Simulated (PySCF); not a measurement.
# C4H6F2 (SMILES FC1CC(F)C1) at 6 levels

Aim: a comparison of 6 runs (HF/STO-3G, HF/3-21G, HF/def2-SVP, B3LYP/6-31G*, B3LYP/cc-pVDZ) of C4H6F2. 

The results are computed with PySCF 2.14.0.

## 1. The system as given

The species is C4H6F2 (12 atoms), meant as a singlet with charge 0. SMILES: `FC1CC(F)C1`. Geometry: relaxed at PBE0-D4/def2-TZVP.

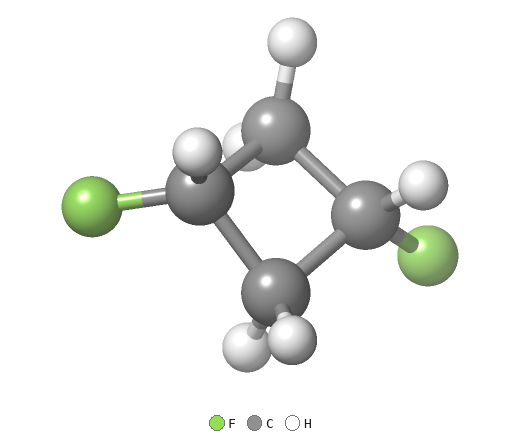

The structure, seen from a chosen angle (fluorine green, carbon grey, hydrogen white).

## 2. Energy and gradient at HF/STO-3G (run 1)

File run.py:

```python
from pyscf import gto

mol = gto.M(
    atom='''
F       -2.030600       0.930000       0.318000
C       -0.953500       0.391900      -0.343600
C        0.412000       0.997000      -0.010800
C        0.962300      -0.430800      -0.010700
F        1.850100      -0.736500       0.992200
C       -0.460900      -0.965100       0.163900
H       -1.186600       0.400600      -1.411000
H        0.846200       1.736800      -0.681800
H        0.398100       1.378500       1.012200
H        1.424600      -0.720700      -0.957300
H       -0.759100      -1.871800      -0.360600
H       -0.684600      -1.055100       1.228800
''',
    spin=0,
    basis='sto-3g',
    max_memory=1860,
    verbose=4,
)

mf = mol.RHF()
mf.conv_tol = 1e-10
mf.kernel()
if not mf.converged:
    mf = mf.newton().run(mf.mo_coeff, mf.mo_occ)

e_final = mf.e_tot
print('E = %.10f Eh' % e_final)
grad = mf.nuc_grad_method().kernel()
dip = mf.dip_moment()
pop, q = mf.mulliken_pop()
```

Launch:

```console
$ OMP_NUM_THREADS=1 python run.py
```

Standard output:

```text
PySCF version 2.14.0

[... 64 lines left out ...]
converged SCF energy = -349.179872460233
[... 12 lines left out ...]
Dipole moment(X, Y, Z, Debye):  0.13758, -0.16897, -1.21053
[... 10 lines left out ...]
pop of  1 C 2pz           0.95936
pop of  2 C 1s            1.99218
pop of  2 C 2s            1.18756
pop of  2 C 2px           0.96828
pop of  2 C 2py           0.96140
pop of  2 C 2pz           1.02782
pop of  3 C 1s            1.99255
pop of  3 C 2s            1.16894
pop of  3 C 2px           0.88097
pop of  3 C 2py           0.96775
pop of  3 C 2pz           0.89303
pop of  4 F 1s            1.99910
pop of  4 F 2s            1.94372
pop of  4 F 2px           1.68017
pop of  4 F 2py           1.93159
pop of  4 F 2pz           1.60475
pop of  5 C 1s            1.99218
pop of  5 C 2s            1.18756
pop of  5 C 2px           0.96549
pop of  5 C 2py           0.96905
pop of  5 C 2pz           1.02294
pop of  6 H 1s            0.94100
pop of  7 H 1s            0.93464
pop of  8 H 1s            0.92456
pop of  9 H 1s            0.94100
pop of  10 H 1s           0.93465
pop of  11 H 1s           0.92455
 ** Mulliken atomic charges  **
charge of    0F =     -0.15932
charge of    1C =      0.09676
charge of    2C =     -0.13723
charge of    3C =      0.09676
charge of    4F =     -0.15932
charge of    5C =     -0.13724
charge of    6H =      0.05900
charge of    7H =      0.06536
charge of    8H =      0.07544
charge of    9H =      0.05900
charge of   10H =      0.06535
charge of   11H =      0.07545
```

It took 6 s on 1 thread of Intel Xeon at 2.50GHz (Skylake/Cascade Lake), shared host; peak memory 0.12 GiB.

## 3. Energy and gradient at HF/3-21G (run 2)

File input.py:

```python
from pyscf import gto, scf

system = gto.M(
    atom=[
    ('F', (-2.030600, 0.930000, 0.318000)),
    ('C', (-0.953500, 0.391900, -0.343600)),
    ('C', (0.412000, 0.997000, -0.010800)),
    ('C', (0.962300, -0.430800, -0.010700)),
    ('F', (1.850100, -0.736500, 0.992200)),
    ('C', (-0.460900, -0.965100, 0.163900)),
    ('H', (-1.186600, 0.400600, -1.411000)),
    ('H', (0.846200, 1.736800, -0.681800)),
    ('H', (0.398100, 1.378500, 1.012200)),
    ('H', (1.424600, -0.720700, -0.957300)),
    ('H', (-0.759100, -1.871800, -0.360600)),
    ('H', (-0.684600, -1.055100, 1.228800)),
],
    max_memory=1860,
    basis='3-21g',
    verbose=3,
)

mf = scf.RHF(system)
mf.conv_tol = 1e-10
mf.kernel()
if not mf.converged:
    mf = mf.newton().run(mf.mo_coeff, mf.mo_occ)

e_final = mf.e_tot
print(f'total energy: {e_final:.8f} hartree')
grad = mf.nuc_grad_method().kernel()
mf.analyze()
```

Launch:

```console
$ OMP_NUM_THREADS=1 python input.py
```

Standard output:

```text
converged SCF energy = -351.871790234142
total energy: -351.87179023 hartree
--------------- RHF gradients ---------------
         x                y                z
0 F     0.0131606200    -0.0067092899    -0.0095957558
1 C     0.0111058864    -0.0030712677     0.0208034073
2 C    -0.0085513317    -0.0201835674    -0.0006112023
3 C    -0.0153662754     0.0082793113     0.0162506819
4 F    -0.0104952057     0.0034450050    -0.0137107330
5 C     0.0091055253     0.0195086949    -0.0040754872
6 H    -0.0064504480     0.0020637214    -0.0091049238
7 H     0.0033291721     0.0060997255    -0.0041475032
8 H     0.0006664895     0.0042076266     0.0065947887
9 H     0.0082504493    -0.0042471492    -0.0065622749
10 H    -0.0025312102    -0.0071019519    -0.0029821586
11 H    -0.0022236716    -0.0022908587     0.0071411609
----------------------------------------------
**** MO energy ****
MO #1   energy= -26.1387344157215  occ= 2
MO #2   energy= -26.1386563418536  occ= 2
MO #3   energy= -11.2709873214804  occ= 2
MO #4   energy= -11.2708594782932  occ= 2
MO #5   energy= -11.185513660358   occ= 2
MO #6   energy= -11.1854058740477  occ= 2
MO #7   energy= -1.57850018375562  occ= 2
MO #8   energy= -1.57638297195153  occ= 2
MO #9   energy= -1.17995304843262  occ= 2
MO #10  energy= -0.945045136887797 occ= 2
MO #11  energy= -0.906595410907908 occ= 2
MO #12  energy= -0.804011323484111 occ= 2
MO #13  energy= -0.720579410453927 occ= 2
MO #14  energy= -0.702150778756517 occ= 2
MO #15  energy= -0.685914928081848 occ= 2
MO #16  energy= -0.676199260134281 occ= 2
MO #17  energy= -0.637005575481666 occ= 2
MO #18  energy= -0.616809021959625 occ= 2
MO #19  energy= -0.593480381384726 occ= 2
MO #20  energy= -0.56904378643917  occ= 2
MO #21  energy= -0.504907969011668 occ= 2
MO #22  energy= -0.475779739108713 occ= 2
MO #23  energy= -0.471511960157811 occ= 2
MO #24  energy= -0.469636923735684 occ= 2
MO #25  energy= 0.227847888153736  occ= 0
MO #26  energy= 0.262475413389135  occ= 0
MO #27  energy= 0.287924479271162  occ= 0
MO #28  energy= 0.325150472729387  occ= 0
MO #29  energy= 0.345685178338949  occ= 0
MO #30  energy= 0.348565988530822  occ= 0
MO #31  energy= 0.357031627550348  occ= 0
MO #32  energy= 0.37331030597596   occ= 0
MO #33  energy= 0.414237843120451  occ= 0
MO #34  energy= 0.421923470291524  occ= 0
MO #35  energy= 0.480197270572213  occ= 0
MO #36  energy= 0.581673655462444  occ= 0
MO #37  energy= 0.895079227851854  occ= 0
MO #38  energy= 0.949512015285317  occ= 0
MO #39  energy= 0.953581574973674  occ= 0
MO #40  energy= 0.966806278215902  occ= 0
MO #41  energy= 0.978129918964974  occ= 0
MO #42  energy= 0.990362946146117  occ= 0
MO #43  energy= 1.05064025183522   occ= 0
MO #44  energy= 1.08734382245304   occ= 0
MO #45  energy= 1.10065866964059   occ= 0
MO #46  energy= 1.13534005235806   occ= 0
MO #47  energy= 1.18792029567704   occ= 0
MO #48  energy= 1.28067283535551   occ= 0
MO #49  energy= 1.30890755788682   occ= 0
MO #50  energy= 1.32801041622803   occ= 0
MO #51  energy= 1.33350215001768   occ= 0
MO #52  energy= 1.36296218790338   occ= 0
MO #53  energy= 1.38328328603345   occ= 0
MO #54  energy= 1.70523013003353   occ= 0
MO #55  energy= 1.8386589858008    occ= 0
MO #56  energy= 2.16132086742861   occ= 0
MO #57  energy= 2.26744459481112   occ= 0
MO #58  energy= 2.34069570399806   occ= 0
MO #59  energy= 2.42586383764685   occ= 0
MO #60  energy= 2.42705595333454   occ= 0
MO #61  energy= 2.47914263215778   occ= 0
MO #62  energy= 2.48133003084808   occ= 0
MO #63  energy= 2.4998082519443    occ= 0
MO #64  energy= 2.78061166875172   occ= 0
MO #65  energy= 4.10872832464822   occ= 0
MO #66  energy= 4.37646977113527   occ= 0
 ** Mulliken atomic charges  **
charge of    0F =     -0.32421
charge of    1C =      0.22128
charge of    2C =     -0.21048
charge of    3C =      0.22129
charge of    4F =     -0.32422
charge of    5C =     -0.21048
charge of    6H =      0.09358
charge of    7H =      0.09989
charge of    8H =      0.11994
charge of    9H =      0.09357
charge of   10H =      0.09989
charge of   11H =      0.11995
Dipole moment(X, Y, Z, Debye):  0.24267, -0.29796, -2.13466
```

Wall time 7.2 s (1 thread of Intel Xeon at 2.50GHz (Skylake/Cascade Lake), shared host); peak memory 0.14 GiB.

Runs 3 to 5 aren't shown in full; the table further down has their settings and results.

## 4. Energy and forces at B3LYP/cc-pVDZ (run 6)

File geometry.xyz:

```xyz
12
C4H6F2
F     -2.030600     0.930000     0.318000
C     -0.953500     0.391900    -0.343600
C      0.412000     0.997000    -0.010800
C      0.962300    -0.430800    -0.010700
F      1.850100    -0.736500     0.992200
C     -0.460900    -0.965100     0.163900
H     -1.186600     0.400600    -1.411000
H      0.846200     1.736800    -0.681800
H      0.398100     1.378500     1.012200
H      1.424600    -0.720700    -0.957300
H     -0.759100    -1.871800    -0.360600
H     -0.684600    -1.055100     1.228800
```

File calc.py:

```python
import pyscf.grad
from pyscf import gto, dft

molecule = gto.Mole()
molecule.atom = 'geometry.xyz'
molecule.spin = 0
molecule.basis = 'cc-pvdz'
molecule.verbose = 4
molecule.max_memory = 1860
molecule.charge = 0
molecule.build()

myscf = dft.RKS(molecule)
myscf.xc = 'b3lyp'
myscf.conv_tol = 1e-10
myscf.grids.level = 5
myscf.kernel()
if not myscf.converged:
    myscf = myscf.newton().run(myscf.mo_coeff, myscf.mo_occ)

e_tot = myscf.e_tot
print('Final energy', e_tot)
grad = myscf.Gradients().kernel()
myscf.analyze()
```

Launch:

```console
$ OMP_NUM_THREADS=1 python calc.py
```

Standard output:

```text
PySCF version 2.14.0

[... 80 lines left out ...]
converged SCF energy = -355.699701979885
[... 25 lines left out ...]
MO #4   energy= -10.2689796909119  occ= 2
[... 10 lines left out ...]
MO #15  energy= -0.484497577429291 occ= 2
[... 10 lines left out ...]
MO #26  energy= 0.0665695268355195 occ= 0
[... 10 lines left out ...]
MO #37  energy= 0.396959289513374  occ= 0
[... 10 lines left out ...]
MO #48  energy= 0.615744375289632  occ= 0
[... 10 lines left out ...]
MO #59  energy= 1.09460943956211   occ= 0
[... 10 lines left out ...]
MO #70  energy= 1.49626773437846   occ= 0
[... 10 lines left out ...]
MO #81  energy= 1.71741210953636   occ= 0
[... 10 lines left out ...]
MO #92  energy= 2.08898406263354   occ= 0
[... 10 lines left out ...]
MO #103 energy= 2.60289680637416   occ= 0
[... 10 lines left out ...]
MO #114 energy= 4.08676693363473   occ= 0
[... 90 lines left out ...]
pop of  6 H 2pz           0.00132
pop of  7 H 1s            0.89255
pop of  7 H 2s            0.00817
pop of  7 H 2px           0.00028
pop of  7 H 2py           0.00067
pop of  7 H 2pz           0.00050
pop of  8 H 1s            0.87269
pop of  8 H 2s            0.01129
pop of  8 H 2px           0.00010
pop of  8 H 2py           0.00039
pop of  8 H 2pz           0.00112
pop of  9 H 1s            0.89769
pop of  9 H 2s            0.00923
pop of  9 H 2px           0.00074
pop of  9 H 2py           0.00024
pop of  9 H 2pz           0.00099
pop of  10 H 1s           0.89256
pop of  10 H 2s           0.00817
pop of  10 H 2px          0.00018
pop of  10 H 2py          0.00094
pop of  10 H 2pz          0.00033
pop of  11 H 1s           0.87268
pop of  11 H 2s           0.01129
pop of  11 H 2px          0.00017
pop of  11 H 2py          0.00021
pop of  11 H 2pz          0.00124
 ** Mulliken atomic charges  **
charge of    0F =     -0.31031
charge of    1C =      0.21690
charge of    2C =     -0.20994
charge of    3C =      0.21691
charge of    4F =     -0.31032
charge of    5C =     -0.20994
charge of    6H =      0.09111
charge of    7H =      0.09783
charge of    8H =      0.11440
charge of    9H =      0.09110
charge of   10H =      0.09783
charge of   11H =      0.11442
Dipole moment(X, Y, Z, Debye):  0.18628, -0.22875, -1.63907
```

It took 2 min on 1 thread of Intel Xeon at 2.50GHz (Skylake/Cascade Lake), shared host; peak memory 1.2 GiB.

## 5. Overview of the runs

```
run                               level  integration grid  Cartesian functions  energy (Eh)  dipole moment (D)  HOMO energy (eV)  LUMO energy (eV)  wall time
  1                           HF/STO-3G                 –                   no  -349.179872               1.23            -10.28             13.54        6 s
  2                            HF/3-21G                 –                   no  -351.871790               2.17            -12.78              6.20      7.2 s
  3                         HF/def2-SVP                 –                   no  -353.533625               2.15            -12.95              4.49       36 s
  4  B3LYP/6-31G* (spherical functions)                 5                   no  -355.674276               1.62             -8.35              1.84       90 s
  5  B3LYP/6-31G* (Cartesian functions)                 5                  yes  -355.678799               1.62             -8.36              1.83       94 s
  6                       B3LYP/cc-pVDZ                 5                   no  -355.699702               1.67             -8.48              1.23      2 min
```

## 6. Summary of results

```
                       quantity          value
            run 6: total energy  -355.69970 Eh
           run 6: dipole moment         1.67 D
             run 6: HOMO energy       -8.48 eV
             run 6: LUMO energy        1.23 eV
           run 6: HOMO–LUMO gap        9.71 eV
run 6: largest force on an atom     0.493 eV/Å
```

The dipole moment (its size) runs from 1.23 D (HF/STO-3G) to 2.17 D (HF/3-21G). The HOMO–LUMO gap runs from 9.71 eV (B3LYP/cc-pVDZ) to 23.82 eV (HF/STO-3G). The two ends differ in method and basis. In run 1 the basis is minimal, so the values are rough. All runs together took 5.9 min, the longest 2 min.
